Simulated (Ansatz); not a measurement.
# AlSiH₂ (quartet): B2PLYP, PBE-QIDH, RPA-PBE over a scan of the scale of all distances, 6-31G, part 2 of 2

Ansatz 0.2.0, Gaussian basis; 6-31G, all electrons in the functionals, frozen cores in the correlation of double hybrids and RPA. The steps go on from the part before.

## Step 14: PBE-QIDH, 1.480

The input, in.yaml:

```yaml
crystal:
  periodic: [false, false, false]
  atoms:
    - {symbol: Si, position_ang: [0.000000, 0.000000, 1.849006]}
    - {symbol: Al, position_ang: [0.000000, 0.000000, -1.715888]}
    - {symbol: H, position_ang: [0.000000, 2.080096, -2.794290]}
    - {symbol: H, position_ang: [0.000000, -2.080096, -2.794290]}
basis:
  gaussian: {orbitals: 6-31G}
magnetization: {spin_polarized: true, initial_magnetization: 3}
hamiltonian: {xc: {name: PBE-QIDH}}
correlation: {electrons: outside_noble_gas}
```

The run is started by

```sh
$ ansatz run in.yaml --threads 1 --pin off --events-out ev --progress --plain --max-ram 2393MiB
```

The log of the run (excerpt; [...] marks lines left out):

```text
Functional definition: PBE-QIDH
  name "PBE-QIDH"
  cite "Brémond, Sancho-García, Pérez-Jiménez & Adamo, J. Chem. Phys. 141, 031101 (2014) doi:10.1063/1.4890314"
  cite "Perdew, Burke & Ernzerhof, Phys. Rev. Lett. 77, 3865 (1996) doi:10.1103/PhysRevLett.77.3865"
[...]
342 factors; integrals over basis functions are off by at most 1.6e-4 eV
[...]
mean field -14485.08818379 eV, -532.3171724090 hartree, gradient 2.8e-6 eV, S^2 3.912067; 6 other end points of the search recorded, 0 dependent functions left out
10 core orbitals not correlated: weight in the atoms' cores, before any rotation towards them, 1.000 or more for the frozen orbitals, at most 0.000 for the correlated occupied ones
reference -14485.08819724 eV, -532.3171729033 hartree; 6, 3 occupied and 14, 17 virtual orbitals, 342 factors
second order -1.72127840 eV of doubles, -0.00000000 eV of singles
Total energy: -14485.66195671 eV, -532.3382581748 hartree
```

Run time: 3.7 s. Hardware: 1 thread of Arm Neoverse N1, shared host.

From the report: ⟨S²⟩ of the determinant 3.912 (pure quartet: 3.75).

From 1.000: +93.0 kcal/mol.

## Step 15: PBE-QIDH, 1.716

The input, in.yaml:

```yaml
crystal:
  periodic: [false, false, false]
  atoms:
    - {symbol: Si, position_ang: [0.000000, 0.000000, 2.143847]}
    - {symbol: Al, position_ang: [0.000000, 0.000000, -1.989503]}
    - {symbol: H, position_ang: [0.000000, 2.411787, -3.239866]}
    - {symbol: H, position_ang: [0.000000, -2.411787, -3.239866]}
basis:
  gaussian: {orbitals: 6-31G}
magnetization: {spin_polarized: true, initial_magnetization: 3}
hamiltonian: {xc: {name: PBE-QIDH}}
correlation: {electrons: outside_noble_gas}
```

Launched as before.

The log of the run (excerpt; [...] marks lines left out):

```text
Functional definition: PBE-QIDH
  name "PBE-QIDH"
  cite "Brémond, Sancho-García, Pérez-Jiménez & Adamo, J. Chem. Phys. 141, 031101 (2014) doi:10.1063/1.4890314"
  cite "Perdew, Burke & Ernzerhof, Phys. Rev. Lett. 77, 3865 (1996) doi:10.1103/PhysRevLett.77.3865"
[...]
342 factors; integrals over basis functions are off by at most 2.3e-4 eV
[...]
mean field -14484.04084446 eV, -532.2786833982 hartree, gradient 7.5e-8 eV, S^2 4.123537; 7 other end points of the search recorded, 0 dependent functions left out
10 core orbitals not correlated: weight in the atoms' cores, before any rotation towards them, 1.000 or more for the frozen orbitals, at most 0.000 for the correlated occupied ones
reference -14484.04085896 eV, -532.2786839311 hartree; 6, 3 occupied and 14, 17 virtual orbitals, 342 factors
second order -1.42874197 eV of doubles, -0.00000000 eV of singles
Total energy: -14484.51710628 eV, -532.2961856974 hartree
```

It took 9.5 s on 1 thread of Arm Neoverse N1, shared host.

From the report: ⟨S²⟩ of the determinant 4.124 (pure quartet: 3.75).

From 1.000: +119.4 kcal/mol.

## Step 16: PBE-QIDH, 2.024

The input, in.yaml:

```yaml
crystal:
  periodic: [false, false, false]
  atoms:
    - {symbol: Si, position_ang: [0.000000, 0.000000, 2.528640]}
    - {symbol: Al, position_ang: [0.000000, 0.000000, -2.346593]}
    - {symbol: H, position_ang: [0.000000, 2.844671, -3.821380]}
    - {symbol: H, position_ang: [0.000000, -2.844671, -3.821380]}
basis:
  gaussian: {orbitals: 6-31G}
magnetization: {spin_polarized: true, initial_magnetization: 3}
hamiltonian: {xc: {name: PBE-QIDH}}
correlation: {electrons: outside_noble_gas}
```

Same command.

The log of the run (excerpt; [...] marks lines left out):

```text
Functional definition: PBE-QIDH
  name "PBE-QIDH"
  cite "Brémond, Sancho-García, Pérez-Jiménez & Adamo, J. Chem. Phys. 141, 031101 (2014) doi:10.1063/1.4890314"
  cite "Perdew, Burke & Ernzerhof, Phys. Rev. Lett. 77, 3865 (1996) doi:10.1103/PhysRevLett.77.3865"
[...]
344 factors; integrals over basis functions are off by at most 2.0e-4 eV
[...]
mean field -14483.40794390 eV, -532.2554247319 hartree, gradient 2.2e-9 eV, S^2 4.427928; 13 other end points of the search recorded, 0 dependent functions left out
10 core orbitals not correlated: weight in the atoms' cores, before any rotation towards them, 1.000 or more for the frozen orbitals, at most 0.000 for the correlated occupied ones
reference -14483.40795897 eV, -532.2554252856 hartree; 6, 3 occupied and 14, 17 virtual orbitals, 344 factors
second order -1.19696718 eV of doubles, -0.00000000 eV of singles
Total energy: -14483.80694803 eV, -532.2700878631 hartree
```

Run time: 20 s. Hardware: 1 thread of Arm Neoverse N1, shared host.

From the report: ⟨S²⟩ of the determinant 4.428 (pure quartet: 3.75). The determinant is far from a pure spin state, so its energy mixes those of several spin states (harmless only where they are near-degenerate, as at dissociation).

From 1.000: +135.8 kcal/mol.

## Step 17: PBE-QIDH, 2.352

The input, in.yaml:

```yaml
crystal:
  periodic: [false, false, false]
  atoms:
    - {symbol: Si, position_ang: [0.000000, 0.000000, 2.938420]}
    - {symbol: Al, position_ang: [0.000000, 0.000000, -2.726871]}
    - {symbol: H, position_ang: [0.000000, 3.305665, -4.440655]}
    - {symbol: H, position_ang: [0.000000, -3.305665, -4.440655]}
basis:
  gaussian: {orbitals: 6-31G}
magnetization: {spin_polarized: true, initial_magnetization: 3}
hamiltonian: {xc: {name: PBE-QIDH}}
correlation: {electrons: outside_noble_gas}
```

Same command.

The log of the run (excerpt; [...] marks lines left out):

```text
Functional definition: PBE-QIDH
  name "PBE-QIDH"
  cite "Brémond, Sancho-García, Pérez-Jiménez & Adamo, J. Chem. Phys. 141, 031101 (2014) doi:10.1063/1.4890314"
  cite "Perdew, Burke & Ernzerhof, Phys. Rev. Lett. 77, 3865 (1996) doi:10.1103/PhysRevLett.77.3865"
[...]
344 factors; integrals over basis functions are off by at most 2.6e-4 eV
[...]
mean field -14483.11305884 eV, -532.2445879058 hartree, gradient 3.8e-10 eV, S^2 4.633579; 17 other end points of the search recorded, 0 dependent functions left out
10 core orbitals not correlated: weight in the atoms' cores, before any rotation towards them, 1.000 or more for the frozen orbitals, at most 0.000 for the correlated occupied ones
reference -14483.11307548 eV, -532.2445885173 hartree; 6, 3 occupied and 14, 17 virtual orbitals, 344 factors
second order -1.07169055 eV of doubles, -0.00000000 eV of singles
Total energy: -14483.47030567 eV, -532.2577164844 hartree
```

Run time: 44 s. Hardware: 1 thread of Arm Neoverse N1, shared host.

From the report: ⟨S²⟩ of the determinant 4.634 (pure quartet: 3.75). The determinant is far from a pure spin state, so its energy mixes those of several spin states (harmless only where they are near-degenerate, as at dissociation).

From 1.000: +143.6 kcal/mol.

## Step 18: RPA-PBE, 0.896

The input, in.yaml:

```yaml
crystal:
  periodic: [false, false, false]
  atoms:
    - {symbol: Si, position_ang: [0.000000, 0.000000, 1.119398]}
    - {symbol: Al, position_ang: [0.000000, 0.000000, -1.038808]}
    - {symbol: H, position_ang: [0.000000, 1.259301, -1.691678]}
    - {symbol: H, position_ang: [0.000000, -1.259301, -1.691678]}
basis:
  gaussian: {orbitals: 6-31G}
magnetization: {spin_polarized: true, initial_magnetization: 3}
hamiltonian: {xc: {name: PBE}}
correlation: {method: rpa, electrons: outside_noble_gas}
```

The command is unchanged.

The log of the run:

```text
Functional definition: PBE
  name "PBE"
  cite "Perdew, Burke & Ernzerhof, Phys. Rev. Lett. 77, 3865 (1996) doi:10.1103/PhysRevLett.77.3865"
  parent pbe
  parameter kappa = 0.804
  parameter beta = 0.06672455060314922
  exchange = pbe_x(kappa = kappa, mu = beta*pi^2/3)
  correlation = pbe_c(beta = beta)
342 factors; integrals over basis functions are off by at most 1.3e-4 eV
mean field evaluation 1: about -14492.4366 eV, gradient 8.5e0 eV
mean field evaluation 2: about -14492.4348 eV, gradient 8.5e0 eV
mean field evaluation 4: about -14493.0123 eV, gradient 2.8e0 eV
mean field evaluation 8: about -14493.1117 eV, gradient 1.3e-2 eV
mean field -14493.11169782 eV, -532.6120311110 hartree, gradient 4.7e-6 eV, S^2 3.750398; 0 other end points of the search recorded, 0 dependent functions left out
10 core orbitals not correlated: weight in the atoms' cores, before any rotation towards them, 1.000 or more for the frozen orbitals, at most 0.000 for the correlated occupied ones
reference -14471.24514156 eV, -531.8084499902 hartree; 6, 3 occupied and 14, 17 virtual orbitals, 342 factors
Total energy: -14474.93465359 eV, -531.9440370565 hartree
```

Run time: 1.7 s. Hardware: 1 thread of Arm Neoverse N1, shared host.

From the report: ⟨S²⟩ of the determinant 3.750 (pure quartet: 3.75).

## Step 19: RPA-PBE, 1.000

The input, in.yaml:

```yaml
crystal:
  periodic: [false, false, false]
  atoms:
    - {symbol: Si, position_ang: [0.000000, 0.000000, 1.249328]}
    - {symbol: Al, position_ang: [0.000000, 0.000000, -1.159384]}
    - {symbol: H, position_ang: [0.000000, 1.405470, -1.888034]}
    - {symbol: H, position_ang: [0.000000, -1.405470, -1.888034]}
basis:
  gaussian: {orbitals: 6-31G}
magnetization: {spin_polarized: true, initial_magnetization: 3}
hamiltonian: {xc: {name: PBE}}
correlation: {method: rpa, electrons: outside_noble_gas}
```

Same command.

The log of the run (excerpt; [...] marks lines left out):

```text
Functional definition: PBE
  name "PBE"
  cite "Perdew, Burke & Ernzerhof, Phys. Rev. Lett. 77, 3865 (1996) doi:10.1103/PhysRevLett.77.3865"
  parent pbe
[...]
342 factors; integrals over basis functions are off by at most 1.5e-4 eV
[...]
mean field -14494.19391918 eV, -532.6518020125 hartree, gradient 6.8e-6 eV, S^2 3.750356; 0 other end points of the search recorded, 0 dependent functions left out
10 core orbitals not correlated: weight in the atoms' cores, before any rotation towards them, 1.000 or more for the frozen orbitals, at most 0.000 for the correlated occupied ones
reference -14472.26485117 eV, -531.8459236269 hartree; 6, 3 occupied and 14, 17 virtual orbitals, 342 factors
Total energy: -14476.18903758 eV, -531.9901348179 hartree
```

It took 1.8 s on 1 thread of Arm Neoverse N1, shared host.

From the report: ⟨S²⟩ of the determinant 3.750 (pure quartet: 3.75).

## Step 20: RPA-PBE, 1.113

The input, in.yaml:

```yaml
crystal:
  periodic: [false, false, false]
  atoms:
    - {symbol: Si, position_ang: [0.000000, 0.000000, 1.390502]}
    - {symbol: Al, position_ang: [0.000000, 0.000000, -1.290394]}
    - {symbol: H, position_ang: [0.000000, 1.564288, -2.101382]}
    - {symbol: H, position_ang: [0.000000, -1.564288, -2.101382]}
basis:
  gaussian: {orbitals: 6-31G}
magnetization: {spin_polarized: true, initial_magnetization: 3}
hamiltonian: {xc: {name: PBE}}
correlation: {method: rpa, electrons: outside_noble_gas}
```

The command is unchanged.

The log of the run (excerpt; [...] marks lines left out):

```text
Functional definition: PBE
  name "PBE"
  cite "Perdew, Burke & Ernzerhof, Phys. Rev. Lett. 77, 3865 (1996) doi:10.1103/PhysRevLett.77.3865"
  parent pbe
[...]
342 factors; integrals over basis functions are off by at most 1.5e-4 eV
[...]
mean field -14493.89344050 eV, -532.6407596246 hartree, gradient 1.9e-6 eV, S^2 3.750427; 3 other end points of the search recorded, 0 dependent functions left out
10 core orbitals not correlated: weight in the atoms' cores, before any rotation towards them, 1.000 or more for the frozen orbitals, at most 0.000 for the correlated occupied ones
reference -14471.74761920 eV, -531.8269157029 hartree; 6, 3 occupied and 14, 17 virtual orbitals, 342 factors
Total energy: -14476.02536185 eV, -531.9841198456 hartree
```

It took 3.9 s on 1 thread of Arm Neoverse N1, shared host.

From the report: ⟨S²⟩ of the determinant 3.750 (pure quartet: 3.75).

From 1.000: +3.8 kcal/mol.

## Step 21: RPA-PBE, 1.311

The input, in.yaml:

```yaml
crystal:
  periodic: [false, false, false]
  atoms:
    - {symbol: Si, position_ang: [0.000000, 0.000000, 1.637869]}
    - {symbol: Al, position_ang: [0.000000, 0.000000, -1.519952]}
    - {symbol: H, position_ang: [0.000000, 1.842571, -2.475212]}
    - {symbol: H, position_ang: [0.000000, -1.842571, -2.475212]}
basis:
  gaussian: {orbitals: 6-31G}
magnetization: {spin_polarized: true, initial_magnetization: 3}
hamiltonian: {xc: {name: PBE}}
correlation: {method: rpa, electrons: outside_noble_gas}
```

The command is unchanged.

The log of the run (excerpt; [...] marks lines left out):

```text
Functional definition: PBE
  name "PBE"
  cite "Perdew, Burke & Ernzerhof, Phys. Rev. Lett. 77, 3865 (1996) doi:10.1103/PhysRevLett.77.3865"
  parent pbe
[...]
342 factors; integrals over basis functions are off by at most 1.3e-4 eV
[...]
mean field -14492.14920019 eV, -532.5766599754 hartree, gradient 4.3e-6 eV, S^2 3.751900; 12 other end points of the search recorded, 0 dependent functions left out
10 core orbitals not correlated: weight in the atoms' cores, before any rotation towards them, 1.000 or more for the frozen orbitals, at most 0.000 for the correlated occupied ones
reference -14469.53094378 eV, -531.7454543836 hartree; 6, 3 occupied and 14, 17 virtual orbitals, 342 factors
Total energy: -14474.49984333 eV, -531.9280580739 hartree
```

Wall time 11 s (1 thread of Arm Neoverse N1, shared host).

From the report: ⟨S²⟩ of the determinant 3.752 (pure quartet: 3.75).

From 1.000: +39.0 kcal/mol.

## Step 22: RPA-PBE, 1.480

The input, in.yaml:

```yaml
crystal:
  periodic: [false, false, false]
  atoms:
    - {symbol: Si, position_ang: [0.000000, 0.000000, 1.849006]}
    - {symbol: Al, position_ang: [0.000000, 0.000000, -1.715888]}
    - {symbol: H, position_ang: [0.000000, 2.080096, -2.794290]}
    - {symbol: H, position_ang: [0.000000, -2.080096, -2.794290]}
basis:
  gaussian: {orbitals: 6-31G}
magnetization: {spin_polarized: true, initial_magnetization: 3}
hamiltonian: {xc: {name: PBE}}
correlation: {method: rpa, electrons: outside_noble_gas}
```

Same command.

The log of the run (excerpt; [...] marks lines left out):

```text
Functional definition: PBE
  name "PBE"
  cite "Perdew, Burke & Ernzerhof, Phys. Rev. Lett. 77, 3865 (1996) doi:10.1103/PhysRevLett.77.3865"
  parent pbe
[...]
342 factors; integrals over basis functions are off by at most 1.6e-4 eV
[...]
mean field -14490.65899889 eV, -532.5218960878 hartree, gradient 4.4e-6 eV, S^2 3.761647; 17 other end points of the search recorded, 0 dependent functions left out
10 core orbitals not correlated: weight in the atoms' cores, before any rotation towards them, 1.000 or more for the frozen orbitals, at most 0.000 for the correlated occupied ones
reference -14467.92416040 eV, -531.6864061834 hartree; 6, 3 occupied and 14, 17 virtual orbitals, 342 factors
Total energy: -14473.28172195 eV, -531.8832929389 hartree
```

It took 14 s on 1 thread of Arm Neoverse N1, shared host.

From the report: ⟨S²⟩ of the determinant 3.762 (pure quartet: 3.75).

From 1.000: +67.0 kcal/mol.

## Step 23: RPA-PBE, 1.716

The input, in.yaml:

```yaml
crystal:
  periodic: [false, false, false]
  atoms:
    - {symbol: Si, position_ang: [0.000000, 0.000000, 2.143847]}
    - {symbol: Al, position_ang: [0.000000, 0.000000, -1.989503]}
    - {symbol: H, position_ang: [0.000000, 2.411787, -3.239866]}
    - {symbol: H, position_ang: [0.000000, -2.411787, -3.239866]}
basis:
  gaussian: {orbitals: 6-31G}
magnetization: {spin_polarized: true, initial_magnetization: 3}
hamiltonian: {xc: {name: PBE}}
correlation: {method: rpa, electrons: outside_noble_gas}
```

Same command.

The log of the run (excerpt; [...] marks lines left out):

```text
Functional definition: PBE
  name "PBE"
  cite "Perdew, Burke & Ernzerhof, Phys. Rev. Lett. 77, 3865 (1996) doi:10.1103/PhysRevLett.77.3865"
  parent pbe
[...]
342 factors; integrals over basis functions are off by at most 2.3e-4 eV
[...]
mean field -14489.28008759 eV, -532.4712220321 hartree, gradient 1.3e-8 eV, S^2 3.800702; 17 other end points of the search recorded, 0 dependent functions left out
10 core orbitals not correlated: weight in the atoms' cores, before any rotation towards them, 1.000 or more for the frozen orbitals, at most 0.000 for the correlated occupied ones
reference -14466.98504814 eV, -531.6518944446 hartree; 6, 3 occupied and 14, 17 virtual orbitals, 342 factors
Total energy: -14472.41405771 eV, -531.8514068661 hartree
```

Wall time 25 s (1 thread of Arm Neoverse N1, shared host).

From the report: ⟨S²⟩ of the determinant 3.801 (pure quartet: 3.75).

From 1.000: +87.1 kcal/mol.

## Step 24: RPA-PBE, 2.024

The input, in.yaml:

```yaml
crystal:
  periodic: [false, false, false]
  atoms:
    - {symbol: Si, position_ang: [0.000000, 0.000000, 2.528640]}
    - {symbol: Al, position_ang: [0.000000, 0.000000, -2.346593]}
    - {symbol: H, position_ang: [0.000000, 2.844671, -3.821380]}
    - {symbol: H, position_ang: [0.000000, -2.844671, -3.821380]}
basis:
  gaussian: {orbitals: 6-31G}
magnetization: {spin_polarized: true, initial_magnetization: 3}
hamiltonian: {xc: {name: PBE}}
correlation: {method: rpa, electrons: outside_noble_gas}
```

Launched as before.

The log of the run (excerpt; [...] marks lines left out):

```text
Functional definition: PBE
  name "PBE"
  cite "Perdew, Burke & Ernzerhof, Phys. Rev. Lett. 77, 3865 (1996) doi:10.1103/PhysRevLett.77.3865"
  parent pbe
[...]
344 factors; integrals over basis functions are off by at most 2.0e-4 eV
[...]
mean field -14488.32307048 eV, -532.4360523020 hartree, gradient 2.9e-9 eV, S^2 3.982409; 20 other end points of the search recorded, 0 dependent functions left out
10 core orbitals not correlated: weight in the atoms' cores, before any rotation towards them, 1.000 or more for the frozen orbitals, at most 0.000 for the correlated occupied ones
reference -14466.78841511 eV, -531.6446683140 hartree; 6, 3 occupied and 14, 17 virtual orbitals, 344 factors
Total energy: -14471.72044378 eV, -531.8259170246 hartree
```

It took 33 s on 1 thread of Arm Neoverse N1, shared host.

From the report: ⟨S²⟩ of the determinant 3.982 (pure quartet: 3.75).

From 1.000: +103.0 kcal/mol.

## Step 25: RPA-PBE, 2.352

The input, in.yaml:

```yaml
crystal:
  periodic: [false, false, false]
  atoms:
    - {symbol: Si, position_ang: [0.000000, 0.000000, 2.938420]}
    - {symbol: Al, position_ang: [0.000000, 0.000000, -2.726871]}
    - {symbol: H, position_ang: [0.000000, 3.305665, -4.440655]}
    - {symbol: H, position_ang: [0.000000, -3.305665, -4.440655]}
basis:
  gaussian: {orbitals: 6-31G}
magnetization: {spin_polarized: true, initial_magnetization: 3}
hamiltonian: {xc: {name: PBE}}
correlation: {method: rpa, electrons: outside_noble_gas}
```

The command is unchanged.

The log of the run (excerpt; [...] marks lines left out):

```text
Functional definition: PBE
  name "PBE"
  cite "Perdew, Burke & Ernzerhof, Phys. Rev. Lett. 77, 3865 (1996) doi:10.1103/PhysRevLett.77.3865"
  parent pbe
[...]
344 factors; integrals over basis functions are off by at most 2.6e-4 eV
[...]
mean field -14487.74633979 eV, -532.4148578400 hartree, gradient 2.4e-8 eV, S^2 4.506915; 32 other end points of the search recorded, 0 dependent functions left out
10 core orbitals not correlated: weight in the atoms' cores, before any rotation towards them, 1.000 or more for the frozen orbitals, at most 0.000 for the correlated occupied ones
reference -14466.42060807 eV, -531.6311516546 hartree; 6, 3 occupied and 14, 17 virtual orbitals, 344 factors
Total energy: -14471.22492071 eV, -531.8077068875 hartree
```

It took 68 s on 1 thread of Arm Neoverse N1, shared host.

From the report: ⟨S²⟩ of the determinant 4.507 (pure quartet: 3.75). The determinant is far from a pure spin state, so its energy mixes those of several spin states (harmless only where they are near-degenerate, as at dissociation).

From 1.000: +114.5 kcal/mol.

## Step 26: Against the wave-function levels

The yardstick is full CI for this spin, exact in this basis with these frozen cores. It comes from earlier runs at the same points. Energies in kcal/mol, counted from 1.000; blanks weren't run or aren't comparable.

| level | 0.896 | 1.000 | 1.113 | 1.311 | 1.480 | 1.716 | 2.024 | 2.352 |
| --- | --- | --- | --- | --- | --- | --- | --- | --- |
| FCI | 27.4 | 0.0 | 6.0 | 44.6 | 74.3 | 98.7 | 114.9 |  |
| B2PLYP | 24.0 | 0.0 | 8.8 | 51.7 | 84.3 | 109.7 | 127.6 | 137.7 |
| PBE-QIDH | 23.4 | 0.0 | 10.3 | 57.2 | 93.0 | 119.4 | 135.8 | 143.6 |
| RPA-PBE | 28.9 | 0.0 | 3.8 | 39.0 | 67.0 | 87.1 | 103.0 | 114.5 |

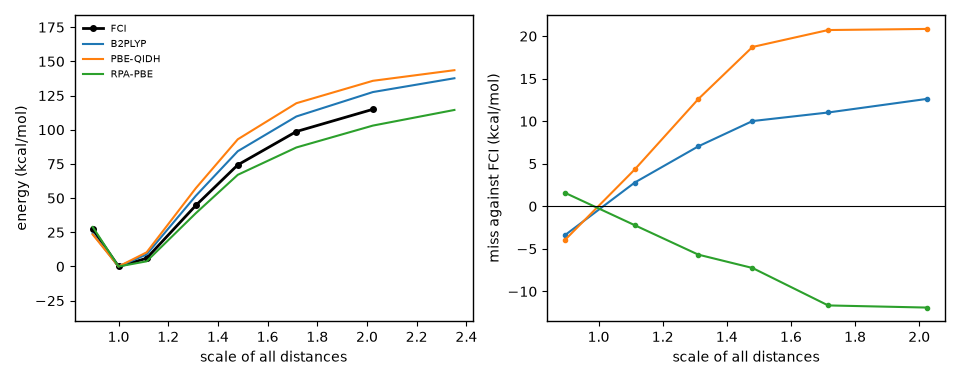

Left: the curves (the axis may cut off levels that run far away). Right: misses against FCI, in the same colours.

Largest miss and mean time a point (FCI took 13 min a point; shared hosts):

| level | largest miss (kcal/mol) | where | time a point |
| --- | --- | --- | --- |
| B2PLYP | +12.6 | 2.024 | 11 s |
| PBE-QIDH | +20.8 | 2.024 | 11 s |
| RPA-PBE | -11.9 | 2.024 | 20 s |

## Step 27: Summary of results

The summary covers parts 1 to 2.

| quantity | value |
| --- | --- |
| span of the FCI curve (points where it is known) | 114.9 kcal/mol |
| largest miss, B2PLYP | +12.6 kcal/mol (2.024) |
| largest miss, PBE-QIDH | +20.8 kcal/mol (2.024) |
| largest miss, RPA-PBE | -11.9 kcal/mol (2.024) |

Misses are known at 6 of 7 points at best, and only functionals with that many are ranked. Of the functionals, RPA-PBE keep the smallest largest miss at the points compared (at most 11.9 kcal/mol) and PBE-QIDH strays most (20.8 kcal/mol, at 2.024). B2PLYP, PBE-QIDH, RPA-PBE clearly break the spin symmetry at some points (⟨S²⟩ up to 0.88 above the pure value), so energy there is bought with a mixed spin. Functionals and the yardstick converge differently with the basis, so part of each miss in 6-31G is the basis.
